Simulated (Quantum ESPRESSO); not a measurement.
**Fe: which magnetic order is lowest**

Does Fe prefer parallel or opposed moments, or none?

Method: PBE; plane waves with GBRV 1.5 PBE potentials, no spin-orbit coupling, in Quantum ESPRESSO 7.5.

The database entry behind the starting cell differs from later determinations by our own check (an axis about 0.7 % long against later determinations), so it need not match the best structure at ambient conditions.

### 1. The starting structure

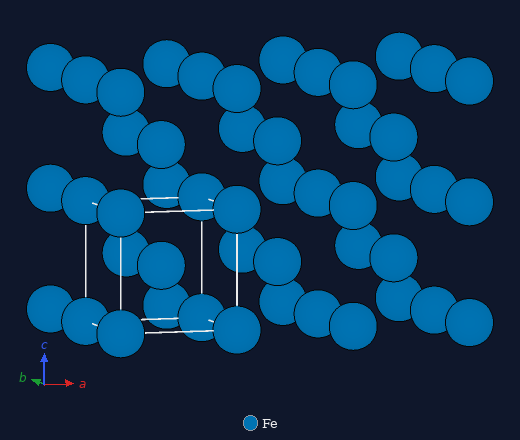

Start, viewed slightly off an axis; iron blue. 3×2×2 cells are drawn. This picture shows the conventional cell, with its axes. Some periodic images of atoms are drawn too.

The cell comes from the Crystallography Open Database.

### 2. Run 1 (ferro +)

The signs are those of the starting moments on the seeded atoms, the atoms that are given a moment.

Input file pw.in:

```
&CONTROL
  calculation = 'scf'
  prefix = 'pwscf'
  outdir = './tmp'
  pseudo_dir = './pseudo'
  disk_io = 'nowf'
  tprnfor = .true.
  tstress = .true.
/
&SYSTEM
  ibrav = 0
  celldm(1) = 8
  nat = 1
  ntyp = 1
  ecutwfc = 40
  ecutrho = 280
  nbnd = 15
  occupations = 'smearing'
  smearing = 'fd'
  degauss = 0.0110248
  nspin = 2
  starting_magnetization(1) = 0.175
/
&ELECTRONS
  conv_thr = 2d-09
  electron_maxstep = 150
  mixing_beta = 0.3
/
ATOMIC_SPECIES
Fe     55.8450 fe_pbe_v1.5.uspp.F.UPF
CELL_PARAMETERS alat
  -0.3408593497294    0.3408593497294    0.3408593497294
   0.3408593497294   -0.3408593497294    0.3408593497294
   0.3408593497294    0.3408593497294   -0.3408593497294
ATOMIC_POSITIONS crystal
Fe      0.0000000000    0.0000000000    0.0000000000
K_POINTS automatic
22 22 22 0 0 0
```

Started as:

```console
$ OMP_NUM_THREADS=1 mpirun -n 2 pw.x -nk 2 -in pw.in > pw.out
```

The log of the run:

```text
Program PWSCF v.7.5 starts

     Message from routine setup:
     using ibrav=0 with symmetry is DISCOURAGED, use correct ibrav instead

     K-points division:     npool     =       2
     Subspace diagonalization in iterative solution of the eigenvalue problem:

     G-vector sticks info
     --------------------
     sticks:   dense  smooth     PW     G-vecs:    dense   smooth      PW
     Sum         471     265    117                 6459     2779     791

     Using Slab Decomposition

     bravais-lattice index     =            0
     lattice parameter (alat)  =       8.0000  a.u.
     unit-cell volume          =      81.1065 (a.u.)^3
     number of atoms/cell      =            1
     number of atomic types    =            1
     number of electrons       =        16.00
     number of Kohn-Sham states=           15
     kinetic-energy cutoff     =      40.0000  Ry
     charge density cutoff     =     280.0000  Ry
     scf convergence threshold =      2.0E-09
     mixing beta               =       0.3000
     number of iterations used =            8  plain     mixing
     Exchange-correlation=  SLA  PW   PBX  PBC
                           (   1   4   3   4   0   0   0)

     celldm(1)=   8.000000  celldm(2)=   0.000000  celldm(3)=   0.000000
     celldm(4)=   0.000000  celldm(5)=   0.000000  celldm(6)=   0.000000

     crystal axes: (cart. coord. in units of alat)
               a(1) = (  -0.340859   0.340859   0.340859 )
               a(2) = (   0.340859  -0.340859   0.340859 )
               a(3) = (   0.340859   0.340859  -0.340859 )

     reciprocal axes: (cart. coord. in units 2 pi/alat)
               b(1) = (  0.000000  1.466881  1.466881 )
               b(2) = (  1.466881  0.000000  1.466881 )
               b(3) = (  1.466881  1.466881  0.000000 )

     PseudoPot. # 1 for Fe read from file:
     fe_pbe_v1.5.uspp.F.UPF
     Pseudo is Ultrasoft + core correction, Zval = 16.0
     Generated by new atomic code, or converted to UPF format
     Using radial grid of  861 points,  6 beta functions with:
                l(1) =   0
                l(2) =   0
                l(3) =   1
                l(4) =   1
                l(5) =   2
                l(6) =   2
     Q(r) pseudized with  8 coefficients,  rinner =    1.000   1.000   1.000
                                                       1.000   1.000

     atomic species   valence    mass     pseudopotential
     Fe               16.00    55.84500     Fe( 1.00)

     Starting magnetic structure
     atomic species   magnetization
     Fe              0.175

     48 Sym. Ops., with inversion, found

   Cartesian axes

     site n.     atom                  positions (alat units)
         1        Fe     tau(   1) = (   0.0000000   0.0000000   0.0000000  )

     number of k points=   328  Fermi-Dirac smearing, width (Ry)=  0.0110

     Number of k-points >= 100: set verbosity='high' to print them.

     Dense  grid:     6459 G-vectors     FFT dimensions: (  25,  25,  25)

     Smooth grid:     2779 G-vectors     FFT dimensions: (  20,  20,  20)

     Check: negative core charge=   -0.000065
     Generating pointlists ...
     new r_m :   0.2435 (alat units)  1.9483 (a.u.) for type    1

     Initial potential from superposition of free atoms

     starting charge      15.0000, renormalised to      16.0000
     Starting wfcs are   13 randomized atomic wfcs +    2 random wfcs

     Self-consistent Calculation

     iteration #  1     ecut=    40.00 Ry     beta= 0.30
     Davidson diagonalization with overlap
     ethr =  1.00E-02,  avg # of iterations =  4.3

     total energy              =    -249.84683455 Ry
     estimated scf accuracy    <       2.41740987 Ry

     total magnetization       =     1.96 Bohr mag/cell
     absolute magnetization    =     1.97 Bohr mag/cell

     iteration #  2     ecut=    40.00 Ry     beta= 0.30
     Davidson diagonalization with overlap
     ethr =  1.00E-02,  avg # of iterations =  1.9

     total energy              =    -250.33438631 Ry
     estimated scf accuracy    <       0.05819327 Ry

     total magnetization       =     2.47 Bohr mag/cell
     absolute magnetization    =     2.51 Bohr mag/cell

     iteration #  3     ecut=    40.00 Ry     beta= 0.30
     Davidson diagonalization with overlap
     ethr =  3.64E-04,  avg # of iterations =  1.2

     total energy              =    -250.34705346 Ry
     estimated scf accuracy    <       0.00341968 Ry

     total magnetization       =     2.38 Bohr mag/cell
     absolute magnetization    =     2.44 Bohr mag/cell

     [... further iterations left out ...]

     iteration # 10     ecut=    40.00 Ry     beta= 0.30
     Davidson diagonalization with overlap
     ethr =  3.12E-09,  avg # of iterations =  1.5

     total energy              =    -250.34833544 Ry
     estimated scf accuracy    <       0.00000002 Ry

     total magnetization       =     2.36 Bohr mag/cell
     absolute magnetization    =     2.50 Bohr mag/cell

     iteration # 11     ecut=    40.00 Ry     beta= 0.30
     Davidson diagonalization with overlap
     ethr =  1.23E-10,  avg # of iterations =  1.0

     total energy              =    -250.34833546 Ry
     estimated scf accuracy    <       0.00000001 Ry

     total magnetization       =     2.36 Bohr mag/cell
     absolute magnetization    =     2.50 Bohr mag/cell

     iteration # 12     ecut=    40.00 Ry     beta= 0.30
     Davidson diagonalization with overlap
     ethr =  7.65E-11,  avg # of iterations =  1.0

     total energy              =    -250.34833546 Ry
     estimated scf accuracy    <          9.9E-09 Ry

     total magnetization       =     2.36 Bohr mag/cell
     absolute magnetization    =     2.50 Bohr mag/cell

     iteration # 13     ecut=    40.00 Ry     beta= 0.30
     Davidson diagonalization with overlap
     ethr =  6.21E-11,  avg # of iterations =  1.0

     Magnetic moment per site  (integrated on atomic sphere of radius R)
     atom   1 (R=0.244)  charge= 14.4325  magn=  2.4197

     End of self-consistent calculation

     Number of k-points >= 100: set verbosity='high' to print the bands.

     the Fermi energy is    17.0160 ev

!    total energy              =    -250.34833547 Ry
     estimated scf accuracy    <          5.0E-10 Ry
     smearing contrib. (-TS)   =      -0.00555213 Ry
     internal energy E=F+TS    =    -250.34278334 Ry

     The total energy is F=E-TS. E is the sum of the following terms:
     one-electron contribution =    -118.54903441 Ry
     hartree contribution      =      68.23730407 Ry
     xc contribution           =     -29.20477161 Ry
     ewald contribution        =    -170.82628139 Ry

     total magnetization       =     2.36 Bohr mag/cell
     absolute magnetization    =     2.50 Bohr mag/cell

     convergence has been achieved in  13 iterations

     Forces acting on atoms (cartesian axes, Ry/au):

     atom    1 type  1   force =     0.00000000    0.00000000    0.00000000

     Total force =     0.000000     Total SCF correction =     0.000000

     Computing stress (Cartesian axis) and pressure

          total   stress  (Ry/bohr**3)                   (kbar)     P=      -72.05
  -0.00048979  -0.00000000  -0.00000000          -72.05       -0.00       -0.00
  -0.00000000  -0.00048979  -0.00000000           -0.00      -72.05       -0.00
  -0.00000000  -0.00000000  -0.00048979           -0.00       -0.00      -72.05

=------------------------------------------------------------------------------=
   JOB DONE.
=------------------------------------------------------------------------------=
```

Wall time 22 s (2 MPI ranks of Arm Neoverse V1, shared host); peak memory 0.17 GiB; 43 s of CPU time.

Spin moment in the atom's sphere by atom:

| atom | spin moment in the atom's sphere (μB) |
| --- | --- |
| Fe1 | 2.42 |

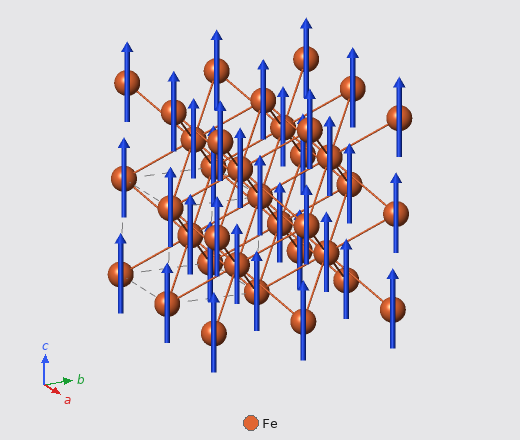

Spin moment in the atom's sphere as arrows, the longest 2.42 μB. Up and down stand for the sign. Arrows give size and sign along the axis of quantisation, drawn up and down the page. 2×2×2 conventional cells are drawn. Some periodic images of atoms are drawn too.

Numbers from this step:

| Item | Value |
| --- | --- |
| smearing term TS | 0.07554 eV |
| pressure | -7.205 GPa |
| magnetization | 2.36 μB |
| absolute magnetization | 2.498 μB |
| final state | ferromagnetic |

### 3. Start 2: antiferro q=(1/2,1/2,1/2) +−

The cell is doubled to 2 atoms to hold this order. The wavevector q is in fractions of the reciprocal vectors of the crystal's primitive cell, as the cells of these inputs are built from it; moments change sign between cells as cos(2π q·R).

Input file pw.in:

```
&CONTROL
  calculation = 'scf'
  prefix = 'pwscf'
  outdir = './tmp'
  pseudo_dir = './pseudo'
  disk_io = 'nowf'
  tprnfor = .true.
  tstress = .true.
/
&SYSTEM
  ibrav = 0
  celldm(1) = 8
  nat = 2
  ntyp = 2
  ecutwfc = 40
  ecutrho = 280
  nbnd = 23
  occupations = 'smearing'
  smearing = 'fd'
  degauss = 0.0110248
  nspin = 2
  starting_magnetization(1) = 0.175
  starting_magnetization(2) = -0.175
/
&ELECTRONS
  conv_thr = 4d-09
  electron_maxstep = 150
  mixing_beta = 0.3
/
ATOMIC_SPECIES
Fe1    55.8450 fe_pbe_v1.5.uspp.F.UPF
Fe2    55.8450 fe_pbe_v1.5.uspp.F.UPF
CELL_PARAMETERS alat
  -0.6817186994587    0.6817186994587    0.6817186994587
   0.0000000000000    0.0000000000000    0.6817186994587
   0.0000000000000    0.6817186994587    0.0000000000000
ATOMIC_POSITIONS crystal
Fe1     0.0000000000    0.0000000000    0.0000000000
Fe2     0.5000000000    0.0000000000    0.0000000000
K_POINTS automatic
11 22 22 0 0 0
```

The log of the run:

```text
[banner, memory and clock lines left out]
Program PWSCF v.7.5 starts

     Message from routine setup:
     using ibrav=0 with symmetry is DISCOURAGED, use correct ibrav instead

     bravais-lattice index     =            0
     lattice parameter (alat)  =       8.0000  a.u.
     unit-cell volume          =     162.2130 (a.u.)^3
     number of atoms/cell      =            2
     number of atomic types    =            2
     number of electrons       =        32.00
     number of Kohn-Sham states=           23
     kinetic-energy cutoff     =      40.0000  Ry
     charge density cutoff     =     280.0000  Ry
     scf convergence threshold =      4.0E-09
     mixing beta               =       0.3000
     number of iterations used =            8  plain     mixing
     Exchange-correlation=  SLA  PW   PBX  PBC
                           (   1   4   3   4   0   0   0)

     celldm(1)=   8.000000  celldm(2)=   0.000000  celldm(3)=   0.000000
     celldm(4)=   0.000000  celldm(5)=   0.000000  celldm(6)=   0.000000

     crystal axes: (cart. coord. in units of alat)
               a(1) = (  -0.681719   0.681719   0.681719 )
               a(2) = (   0.000000   0.000000   0.681719 )
               a(3) = (   0.000000   0.681719   0.000000 )

     reciprocal axes: (cart. coord. in units 2 pi/alat)
               b(1) = ( -1.466881  0.000000  0.000000 )
               b(2) = (  1.466881 -0.000000  1.466881 )
               b(3) = (  1.466881  1.466881 -0.000000 )

     PseudoPot. # 1 for Fe read from file:
     fe_pbe_v1.5.uspp.F.UPF
     Pseudo is Ultrasoft + core correction, Zval = 16.0

     PseudoPot. # 2 for Fe read from file:
     fe_pbe_v1.5.uspp.F.UPF
     Pseudo is Ultrasoft + core correction, Zval = 16.0

     atomic species   valence    mass     pseudopotential
     Fe1              16.00    55.84500     Fe( 1.00)
     Fe2              16.00    55.84500     Fe( 1.00)

     Starting magnetic structure
     atomic species   magnetization
     Fe1             0.175
     Fe2            -0.175

     48 Sym. Ops., with inversion, found

   Cartesian axes

     site n.     atom                  positions (alat units)
         1        Fe1    tau(   1) = (   0.0000000   0.0000000   0.0000000  )
         2        Fe2    tau(   2) = (  -0.3408593   0.3408593   0.3408593  )

     number of k points=   182  Fermi-Dirac smearing, width (Ry)=  0.0110

     Number of k-points >= 100: set verbosity='high' to print them.

     Dense  grid:    12893 G-vectors     FFT dimensions: (  54,  30,  30)

     Smooth grid:     5497 G-vectors     FFT dimensions: (  40,  24,  24)

     Check: negative core charge=   -0.000064
     Generating pointlists ...
     new r_m :   0.2435 (alat units)  1.9483 (a.u.) for type    1
     new r_m :   0.2435 (alat units)  1.9483 (a.u.) for type    2

     Initial potential from superposition of free atoms

     starting charge      30.0000, renormalised to      32.0000
     Starting wfcs are   26 randomized atomic wfcs

     Self-consistent Calculation

     iteration #  1     ecut=    40.00 Ry     beta= 0.30
     Davidson diagonalization with overlap
     ethr =  1.00E-02,  avg # of iterations =  3.0

     total energy              =    -499.72164971 Ry
     estimated scf accuracy    <       4.69178309 Ry

     total magnetization       =    -0.00 Bohr mag/cell
     absolute magnetization    =     3.74 Bohr mag/cell

     iteration #  2     ecut=    40.00 Ry     beta= 0.30
     Davidson diagonalization with overlap
     ethr =  1.00E-02,  avg # of iterations =  2.0

     total energy              =    -500.62358997 Ry
     estimated scf accuracy    <       0.04547950 Ry

     total magnetization       =     0.00 Bohr mag/cell
     absolute magnetization    =     4.55 Bohr mag/cell

     [... further iterations left out ...]

     iteration # 16     ecut=    40.00 Ry     beta= 0.30
     Davidson diagonalization with overlap
     ethr =  1.36E-11,  avg # of iterations =  1.0

     total energy              =    -500.63463890 Ry
     estimated scf accuracy    <          4.3E-09 Ry

     total magnetization       =     0.00 Bohr mag/cell
     absolute magnetization    =     4.03 Bohr mag/cell

     iteration # 17     ecut=    40.00 Ry     beta= 0.30
     Davidson diagonalization with overlap
     ethr =  1.36E-11,  avg # of iterations =  1.0

     Magnetic moment per site  (integrated on atomic sphere of radius R)
     atom   1 (R=0.244)  charge= 14.4333  magn=  1.9452
     atom   2 (R=0.244)  charge= 14.4335  magn= -1.9431

     End of self-consistent calculation

     Number of k-points >= 100: set verbosity='high' to print the bands.

     the Fermi energy is    17.3654 ev

!    total energy              =    -500.63463891 Ry
     estimated scf accuracy    <          3.5E-09 Ry
     smearing contrib. (-TS)   =      -0.02843239 Ry
     internal energy E=F+TS    =    -500.60620652 Ry

     The total energy is F=E-TS. E is the sum of the following terms:
     one-electron contribution =    -236.93414694 Ry
     hartree contribution      =     136.25319899 Ry
     xc contribution           =     -58.27269578 Ry
     ewald contribution        =    -341.65256279 Ry

     total magnetization       =     0.00 Bohr mag/cell
     absolute magnetization    =     4.03 Bohr mag/cell

     convergence has been achieved in  17 iterations

     Forces acting on atoms (cartesian axes, Ry/au):

     atom    1 type  1   force =     0.00000000    0.00000000    0.00000000
     atom    2 type  2   force =     0.00000000    0.00000000    0.00000000

     Total force =     0.000000     Total SCF correction =     0.000000

     Computing stress (Cartesian axis) and pressure

          total   stress  (Ry/bohr**3)                   (kbar)     P=      -85.82
  -0.00058342   0.00000000   0.00000000          -85.82        0.00        0.00
   0.00000000  -0.00058342  -0.00000000            0.00      -85.82       -0.00
   0.00000000  -0.00000000  -0.00058342            0.00       -0.00      -85.82
```

Wall time 99 s (2 MPI ranks); peak memory 0.24 GiB; 3.3 min of CPU time.

Spin moment in the atom's sphere by atom:

| atom | spin moment in the atom's sphere (μB) |
| --- | --- |
| Fe1 | 1.95 |
| Fe2 | -1.94 |

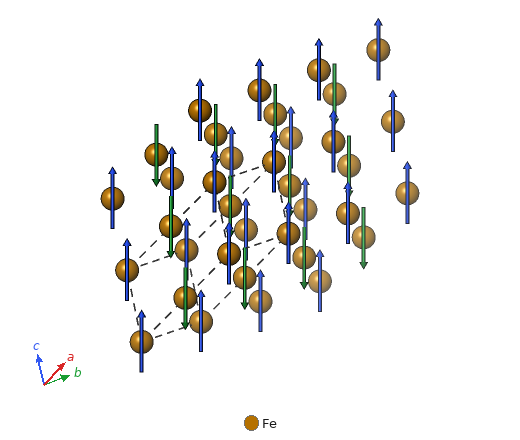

Spin moment in the atom's sphere as arrows, the longest 1.95 μB. Up and down stand for the sign. Arrows give size and sign along the axis of quantisation, drawn up and down the page. The two directions have two colours. 1×3×2 cells are drawn. Some periodic images of atoms are drawn too.

This step gave:

```
smearing term TS       : 0.3868 eV
pressure               : -8.582 GPa
magnetization          : 0 μB
absolute magnetization : 4.033 μB
final state            : antiferromagnetic
```

### 4. Run 3, typed as antiferro q=(0,0,1/2) +−

The cell is doubled to 2 atoms to hold this order.

Changes to pw.in since step 3:

```diff
@@ -33,9 +33,9 @@
 CELL_PARAMETERS alat
-  -0.6817186994587    0.6817186994587    0.6817186994587
-   0.0000000000000    0.0000000000000    0.6817186994587
-   0.0000000000000    0.6817186994587    0.0000000000000
+  -0.3408593497294    0.3408593497294    0.3408593497294
+   0.3408593497294   -0.3408593497294    0.3408593497294
+   0.6817186994587    0.6817186994587   -0.6817186994587
 ATOMIC_POSITIONS crystal
 Fe1     0.0000000000    0.0000000000    0.0000000000
-Fe2     0.5000000000    0.0000000000    0.0000000000
+Fe2     0.0000000000    0.0000000000    0.5000000000
 K_POINTS automatic
-11 22 22 0 0 0
+22 22 11 0 0 0
```

The log of the run:

```text
     [... lines left out ...]
Program PWSCF v.7.5 starts
     [... lines left out ...]
     number of atoms/cell      =            2
     [... lines left out ...]
     number of electrons       =        32.00
     number of Kohn-Sham states=           23
     kinetic-energy cutoff     =      40.0000  Ry
     charge density cutoff     =     280.0000  Ry
     scf convergence threshold =      4.0E-09
     [... lines left out ...]
      8 Sym. Ops., with inversion, found
     [... lines left out ...]
     number of k points=   798  Fermi-Dirac smearing, width (Ry)=  0.0110
     [... lines left out ...]
     iteration # 15     ecut=    40.00 Ry     beta= 0.30
     [... lines left out ...]
     Magnetic moment per site  (integrated on atomic sphere of radius R)
     atom   1 (R=0.244)  charge= 14.4278  magn=  2.1892
     atom   2 (R=0.244)  charge= 14.4278  magn= -2.1892
     [... lines left out ...]
     the Fermi energy is    17.3431 ev
!    total energy              =    -500.66543294 Ry
     estimated scf accuracy    <          1.5E-10 Ry
     smearing contrib. (-TS)   =      -0.01672581 Ry
     [... lines left out ...]
     total magnetization       =     0.00 Bohr mag/cell
     absolute magnetization    =     4.52 Bohr mag/cell
     convergence has been achieved in  15 iterations
     [... lines left out ...]
     Total force =     0.000000     Total SCF correction =     0.000000
     [... lines left out ...]
          total   stress  (Ry/bohr**3)                   (kbar)     P=      -86.22
     [... lines left out ...]
```

It took 3.4 min on 2 MPI ranks; peak memory 0.55 GiB; 6.9 min of CPU time.

Spin moment in the atom's sphere by atom:

| atom | spin moment in the atom's sphere (μB) |
| --- | --- |
| Fe1 | 2.19 |
| Fe2 | -2.19 |

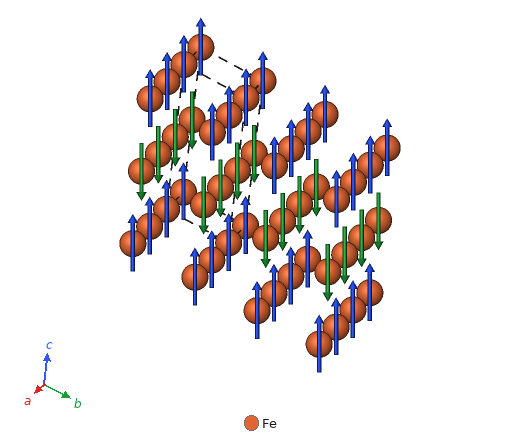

Spin moment in the atom's sphere as arrows, the longest 2.19 μB. Up and down stand for the sign. Arrows give size and sign along the axis of quantisation, drawn up and down the page. The two directions have two colours. 3×3×1 cells are drawn. Some periodic images of atoms are drawn too.

This step gave:

| Item | Value |
| --- | --- |
| smearing term TS | 0.2276 eV |
| pressure | -8.621 GPa |
| magnetization | 0 μB |
| absolute magnetization | 4.519 μB |
| final state | antiferromagnetic |

(Continued in part 2 of 2.)

[Logs and program files are shortened in this print: banners, set-up blocks, solver, clock and traceback lines can be left out without a mark of their own.]

[Logs are printed without paths, hosts, clocks, repeated set-up lines and the standing remarks that a program may print on its own settings, such as how far it seeks lower states.]

[Hosts, paths, dates, database ids (printed as entryN), source tags and the programs' standing remarks are cut or masked in the printed files.]

[Where a cell is said to come from a database of computed structures, the database is the Materials Project.]
